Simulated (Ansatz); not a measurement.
# C₂H₈BFSe: basis-set convergence

Aim: see how fast density functionals converge with the basis set for C₂H₈BFSe.

Method: one geometry, several basis sets; program: Ansatz 0.2.0, Gaussian basis.

Levels to be run: PBE0-D4/def2-SVP; ωB97M-V/def2-SVP; PBE0-D4/def2-QZVPP; ωB97M-V/def2-QZVPP; the functionals' def2-TZVPP values are taken from earlier runs.

## (1) Structure used throughout

An earlier PBE0-D4 in a triple-zeta def2 set relaxation fixed the geometry.

13 atoms, charge 0, spin multiplicity 1.

Atoms are counted from 1 here; the program's logs count them from 0.

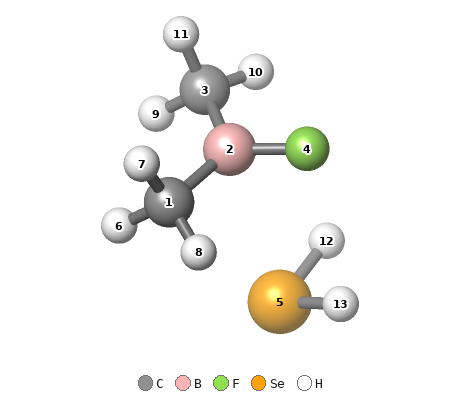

The structure; carbon grey, boron pink, fluorine green, selenium orange, hydrogen white; atoms are numbered from 1 in the order of the file.

Coordinates:

```
atom    x (Å)    y (Å)    z (Å)
  C1  -1.5779  -0.3500  -0.4759
  B2  -0.0191  -0.3469  -0.6109
  C3   0.9508  -1.2701   0.1990
  F4   0.5134   0.3970  -1.5930
 Se5   0.3797   2.3233   1.4062
  H6  -1.9106  -0.4997   0.5528
  H7  -1.9700  -1.1956  -1.0569
  H8  -2.0403   0.5534  -0.8783
  H9   0.6393  -1.3949   1.2378
 H10   1.9871  -0.9280   0.1693
 H11   0.9298  -2.2709  -0.2531
 H12   1.8183   2.0728   1.2692
 H13   0.3197   2.8748   0.0487
```

## (2) PBE0-D4 in def2-SVP

File in.yaml:

```yaml
crystal:
  periodic: [false, false, false]
  atoms:
    - {symbol: C, position_ang: [-1.577853, -0.349975, -0.475894]}
    - {symbol: B, position_ang: [-0.019081, -0.346933, -0.610901]}
    - {symbol: C, position_ang: [0.950838, -1.270100, 0.199002]}
    - {symbol: F, position_ang: [0.513375, 0.397004, -1.593015]}
    - {symbol: Se, position_ang: [0.379719, 2.323330, 1.406214]}
    - {symbol: H, position_ang: [-1.910558, -0.499722, 0.552824]}
    - {symbol: H, position_ang: [-1.969994, -1.195626, -1.056883]}
    - {symbol: H, position_ang: [-2.040319, 0.553430, -0.878296]}
    - {symbol: H, position_ang: [0.639252, -1.394922, 1.237825]}
    - {symbol: H, position_ang: [1.987137, -0.927970, 0.169320]}
    - {symbol: H, position_ang: [0.929758, -2.270858, -0.253058]}
    - {symbol: H, position_ang: [1.818329, 2.072761, 1.269185]}
    - {symbol: H, position_ang: [0.319699, 2.874781, 0.048677]}
basis:
  gaussian: {orbitals: def2-SVP}
hamiltonian: {xc: pbe0, dispersion: d4}
output: {orbitals: {seedname: orbitals}}
```

Command:

```bash
$ ansatz run in.yaml --threads 4 --pin off --events-out ev --progress --plain --max-ram 11315MiB
```

Output:

```text
Functional definition: PBE0
  name "PBE0"
  cite "Adamo & Barone, J. Chem. Phys. 110, 6158 (1999) doi:10.1063/1.478522"
  cite "Perdew, Burke & Ernzerhof, Phys. Rev. Lett. 77, 3865 (1996) doi:10.1103/PhysRevLett.77.3865"
  parent pbe
  parameter a = 0.25
  parameter kappa = 0.804
  parameter beta = 0.06672455060314922
  exchange = (1 - a)*pbe_x(kappa = kappa, mu = beta*pi^2/3) + a*exact_x
  correlation = pbe_c(beta = beta)
1286 factors; integrals over basis functions are off by at most 1.4e-3 eV
mean field evaluation 1: about -70915.6734 eV, gradient 5.7e1 eV
mean field evaluation 2: about -70915.3432 eV, gradient 5.6e1 eV
mean field evaluation 4: about -70922.9980 eV, gradient 1.6e0 eV
mean field evaluation 8: about -70923.1703 eV, gradient 6.9e-2 eV
mean field evaluation 16: about -70923.1703 eV, gradient 4.8e-5 eV
mean field -70923.17034456 eV, -2606.3784367110 hartree, gradient 4.8e-5 eV, S^2 0.000000; 0 other end points of the search recorded, 0 dependent functions left out
reference -70923.17037342 eV, -2606.3784377717 hartree; 34, 34 occupied and 94, 94 virtual orbitals, 1286 factors
Total energy: -70923.37474151 eV, -2606.3859481604 hartree
```

It took 1.6 s on 4 threads of Arm Neoverse V2, shared host; peak memory 0.29 GiB.

## (3) ωB97M-V in def2-SVP

in.yaml, as its differences from that of step 2:

```diff
@@ -18,3 +18,3 @@
   gaussian: {orbitals: def2-SVP}
-hamiltonian: {xc: pbe0, dispersion: d4}
+hamiltonian: {xc: {name: wB97M-V}}
 output: {orbitals: {seedname: orbitals}}
```

Launched as before.

Output, shortened:

```text
Functional definition: wB97M-V
  name "wB97M-V"
  cite "Mardirossian & Head-Gordon, J. Chem. Phys. 144, 214110 (2016) doi:10.1063/1.4952647"
  cite "Becke, J. Chem. Phys. 107, 8554 (1997) doi:10.1063/1.475007"
  cite "Vydrov & Van Voorhis, J. Chem. Phys. 133, 244103 (2010) doi:10.1063/1.3521275"
  # Of w^i u^j: cxij and so on, Table III.
[...]
  gx(w, u) = 1 - cx + cx01*u + cx10*w
  gss(w, u) = css00 + css04*u^4 + css10*w + css20*w^2 + css43*w^4*u^3
  gos(w, u) = cos00 + cos10*w + (cos20 + cos21*u)*w^2 + (cos60 + cos61*u)*w^6
[...]
      + integral(e_c_pw_mod_opposite_spin*gos(b97_w_opposite, b97_u_opposite)) + vv10(b, c)
1286 factors; integrals over basis functions are off by at most 1.4e-3 eV
339 factors; integrals over basis functions are off by at most 7.3e-6 eV
[...]
mean field -70930.77940433 eV, -2606.6580644999 hartree, gradient 4.1e-5 eV, S^2 0.000000; 0 other end points of the search recorded, 0 dependent functions left out
reference -70930.77944978 eV, -2606.6580661702 hartree; 34, 34 occupied and 94, 94 virtual orbitals, 1286 factors
Total energy: -70930.77944978 eV, -2606.6580661702 hartree
```

It took 6.5 s on 4 threads of Arm Neoverse V2, shared host; peak memory 0.43 GiB.

## (4) PBE0-D4 in def2-QZVPP

in.yaml, as its differences from that of step 3:

```diff
@@ -17,4 +17,4 @@
 basis:
-  gaussian: {orbitals: def2-SVP}
-hamiltonian: {xc: {name: wB97M-V}}
+  gaussian: {orbitals: "def2-QZVPP.json"}
+hamiltonian: {xc: pbe0, dispersion: d4}
 output: {orbitals: {seedname: orbitals}}
```

Same command.

Output:

```text
Functional definition: PBE0
  name "PBE0"
  cite "Adamo & Barone, J. Chem. Phys. 110, 6158 (1999) doi:10.1063/1.478522"
  cite "Perdew, Burke & Ernzerhof, Phys. Rev. Lett. 77, 3865 (1996) doi:10.1103/PhysRevLett.77.3865"
  parent pbe
  parameter a = 0.25
  parameter kappa = 0.804
  parameter beta = 0.06672455060314922
  exchange = (1 - a)*pbe_x(kappa = kappa, mu = beta*pi^2/3) + a*exact_x
  correlation = pbe_c(beta = beta)
1800 factors; their error is unknown
mean field evaluation 1: about -70928.4756 eV, gradient 7.1e1 eV
mean field evaluation 2: about -70926.6485 eV, gradient 7.2e1 eV
mean field evaluation 4: about -70939.0913 eV, gradient 2.6e0 eV
mean field evaluation 8: about -70939.1012 eV, gradient 4.7e-2 eV
mean field evaluation 16: about -70939.3016 eV, gradient 2.7e-5 eV
mean field -70939.30162761 eV, -2606.9712504289 hartree, gradient 2.7e-5 eV, S^2 0.000000; 0 other end points of the search recorded, 0 dependent functions left out
reference -70939.30167110 eV, -2606.9712520272 hartree; 34, 34 occupied and 523, 523 virtual orbitals, 1800 factors
Total energy: -70939.50603919 eV, -2606.9787624159 hartree
```

It took 14 s on 4 threads of Arm Neoverse V2, shared host; peak memory 2.4 GiB.

## (5) ωB97M-V in def2-QZVPP

in.yaml, as its differences from that of step 4:

```diff
@@ -18,3 +18,3 @@
   gaussian: {orbitals: "def2-QZVPP.json"}
-hamiltonian: {xc: pbe0, dispersion: d4}
+hamiltonian: {xc: {name: wB97M-V}}
 output: {orbitals: {seedname: orbitals}}
```

Launched as before.

Output, shortened:

```text
Functional definition: wB97M-V
  name "wB97M-V"
  cite "Mardirossian & Head-Gordon, J. Chem. Phys. 144, 214110 (2016) doi:10.1063/1.4952647"
  cite "Becke, J. Chem. Phys. 107, 8554 (1997) doi:10.1063/1.475007"
  cite "Vydrov & Van Voorhis, J. Chem. Phys. 133, 244103 (2010) doi:10.1063/1.3521275"
  # Of w^i u^j: cxij and so on, Table III.
[...]
  gx(w, u) = 1 - cx + cx01*u + cx10*w
  gss(w, u) = css00 + css04*u^4 + css10*w + css20*w^2 + css43*w^4*u^3
  gos(w, u) = cos00 + cos10*w + (cos20 + cos21*u)*w^2 + (cos60 + cos61*u)*w^6
[...]
      + integral(e_c_pw_mod_opposite_spin*gos(b97_w_opposite, b97_u_opposite)) + vv10(b, c)
1775 factors; their error is unknown
447 factors; integrals over basis functions are off by at most 6.8e-6 eV
[...]
mean field -70947.11330782 eV, -2607.2583243817 hartree, gradient 3.6e-5 eV, S^2 0.000000; 0 other end points of the search recorded, 0 dependent functions left out
reference -70947.11337635 eV, -2607.2583269002 hartree; 34, 34 occupied and 523, 523 virtual orbitals, 1775 factors
Total energy: -70947.11337635 eV, -2607.2583269002 hartree
```

It took 31 s on 4 threads of Arm Neoverse V2, shared host; peak memory 2.9 GiB.

## (6) Functionals by basis

The def2-TZVPP values come from earlier runs at the same geometry.

```
functional       basis  functions  energy (eV)  from the largest (eV)  HOMO (eV)  LUMO (eV)
   PBE0-D4    def2-SVP        128  -70923.3747                 16.131      -7.12       0.25
   PBE0-D4  def2-TZVPP        284  -70937.8200                  1.686      -7.27      -0.02
   PBE0-D4  def2-QZVPP        557  -70939.5060                  0.000      -7.28      -0.10
   ωB97M-V    def2-SVP        128  -70930.7794                 16.334      -9.32       2.32
   ωB97M-V  def2-TZVPP        284  -70945.4823                  1.631      -9.47       1.77
   ωB97M-V  def2-QZVPP        557  -70947.1134                  0.000      -9.49       1.26
```

## (7) Summary of results

```
                                       quantity           value
PBE0-D4: double and triple zeta above quadruple  16.13, 1.69 eV
ωB97M-V: double and triple zeta above quadruple  16.33, 1.63 eV
```

In words: For PBE0-D4 the step from double to triple zeta gains 14.45 eV and the next only 1.69 eV. Total energies overstate the basis error of differences, where much of it tends to cancel. The LUMO of ωB97M-V is positive and keeps falling with the basis (2.32 to 1.26 eV): an unbound level that the basis holds in place.

For PBE0-D4 the largest set took about 8 times as long as the smallest (14 s against 1.6 s).
